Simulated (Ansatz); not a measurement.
**B3LYP/6-31G(d) (spherical functions) run of C2H6Zn (dimethylzinc)**

What is the electronic atomisation energy of C2H6Zn (dimethylzinc) at B3LYP/6-31G* (spherical functions)? 

Program for the calculation: Ansatz 0.2.0.

18 further runs of the same task are left out: 18 set aside as unsound or not needed. Runs told in other sessions of the task aren't counted.

## 1. Starting point

The species is C2H6Zn (9 atoms), meant as a singlet with charge 0. SMILES: `[CH3][Zn][CH3]`. The coordinates come from a PBE0-D4/def2-TZVP relaxation.

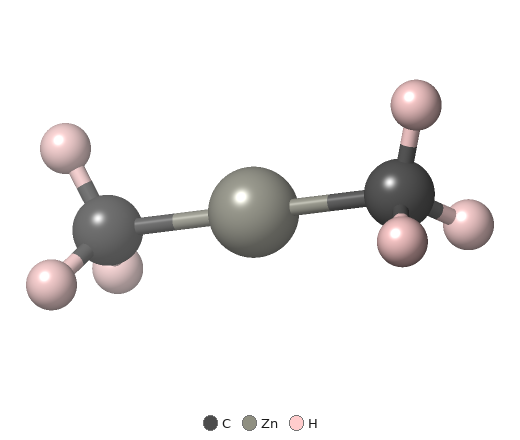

Viewed from a chosen angle; carbon dark grey, zinc grey, hydrogen pink.

## 2. The energy at B3LYP/6-31G(d) (spherical functions)

job.yaml

```yaml
crystal:
  periodic: [false, false, false]
  atoms:
    - {symbol: C, position_ang: [-0.934300, 1.300600, -1.087000]}
    - {symbol: Zn, position_ang: [0.010100, -0.005000, -0.002000]}
    - {symbol: C, position_ang: [0.954000, -1.310800, 1.083200]}
    - {symbol: H, position_ang: [-1.806900, 0.853700, -1.571000]}
    - {symbol: H, position_ang: [-0.287700, 1.703200, -1.871400]}
    - {symbol: H, position_ang: [-1.283400, 2.139700, -0.479300]}
    - {symbol: H, position_ang: [0.467300, -2.288700, 1.035600]}
    - {symbol: H, position_ang: [1.985500, -1.434900, 0.742600]}
    - {symbol: H, position_ang: [0.983900, -1.004000, 2.132200]}
basis:
  gaussian:
    orbitals: 6-31G_st_-spherical.json
hamiltonian:
  xc: {name: B3LYP}
accuracy: high
output:
  orbitals: {seedname: orbitals}
```

The basis set 6-31G* is read from a file made from the Basis Set Exchange's data (not shown).

On the command line:

```console
$ ansatz run job.yaml --threads 1 --pin off --max-ram 3480MiB --events-out events.jsonl --progress --plain --runs-dir runs
```

Output:

```text
Warning: RAYON_NUM_THREADS=1 ignored (pool sized by the plan → 1); use --threads N
Functional definition: B3LYP
  name "B3LYP"
  parameter a0 = 0.2
  parameter ax = 0.72
  parameter ac = 0.81
  exchange = (1 - a0 - ax)*slater_x + ax*b88_x + a0*exact_x
  correlation = (1 - ac)*vwn_rpa_c + ac*lyp_c
1658 factors; integrals over basis functions are off by at most 5.1e-9 eV
mean field evaluation 1: about -50573.1347 eV, gradient 7.2e1 eV
mean field evaluation 2: about -50566.1416 eV, gradient 9.1e1 eV
mean field evaluation 4: about -50583.9051 eV, gradient 3.5e0 eV
mean field evaluation 8: about -50584.1159 eV, gradient 2.3e-1 eV
mean field evaluation 16: about -50584.1160 eV, gradient 1.4e-5 eV
mean field -50584.11597364 eV, -1858.9319748859 hartree, gradient 1.8e-8 eV, S^2 0.000000; 0 other end points of the search recorded, 0 dependent functions left out
reference -50584.11601409 eV, -1858.9319763725 hartree; 24, 24 occupied and 50, 50 virtual orbitals, 1658 factors
Total energy: -50584.11601409 eV, -1858.9319763725 hartree
```

Wall time 8.4 s (1 thread of Arm Neoverse V1, shared host); peak memory 0.24 GiB.

## 3. The C atom at the same level

input.yaml

```yaml
crystal:
  periodic: [false, false, false]
  atoms:
    - symbol: C
      position_ang: [0.000000, 0.000000, 0.000000]
basis:
  gaussian:
    orbitals: 6-31G_st_-spherical.json
magnetization:
  spin_polarized: true
  initial_magnetization: 2
hamiltonian:
  xc: {name: B3LYP}
accuracy: high
```

The basis set 6-31G* is read from a file made from the Basis Set Exchange's data (not shown).

Run the same way, it converges to -37.84469 Eh (log not shown).

## 4. The H atom

input.yaml

```yaml
crystal:
  periodic: [false, false, false]
  atoms:
    - {symbol: H, position_ang: [0.000000, 0.000000, 0.000000]}
basis:
  gaussian:
    orbitals: "6-31G*"
hamiltonian:
  xc: {name: B3LYP}
accuracy: high
magnetization:
  spin_polarized: true
  initial_magnetization: 1
```

Run the same way, it converges to -0.50027 Eh (log not shown).

## 5. The Zn atom

molecule.yaml

```yaml
crystal:
  periodic: [false, false, false]
  atoms:
    - {symbol: Zn, position_ang: [0.000000, 0.000000, 0.000000]}
basis:
  gaussian:
    orbitals: 6-31G_st_-spherical.json
total_charge: 0
hamiltonian:
  xc: {name: B3LYP}
accuracy: high
```

The basis set 6-31G* is read from a file made from the Basis Set Exchange's data (not shown).

Run the same way, it converges to -1779.08722 Eh (log not shown).

## 6. Results

At B3LYP/6-31G* (spherical functions):

| quantity | value |
| --- | --- |
| molecule: total energy | -1858.93198 Eh |
| molecule: HOMO energy | -6.61 eV |
| molecule: LUMO energy | 0.11 eV |
| molecule: HOMO–LUMO gap | 6.71 eV |
| C atom: total energy | -37.84469 Eh |
| C atom: ⟨S²⟩ | 2.002 |
| H atom: total energy | -0.50027 Eh |
| H atom: ⟨S²⟩ | 0.750 |
| Zn atom: total energy | -1779.08722 Eh |
| electronic atomisation energy | 31.395 eV |

What this shows: Taking the molecule apart into free atoms costs 31.39 eV (3029 kJ/mol), before zero-point energy and without spin-orbit coupling.
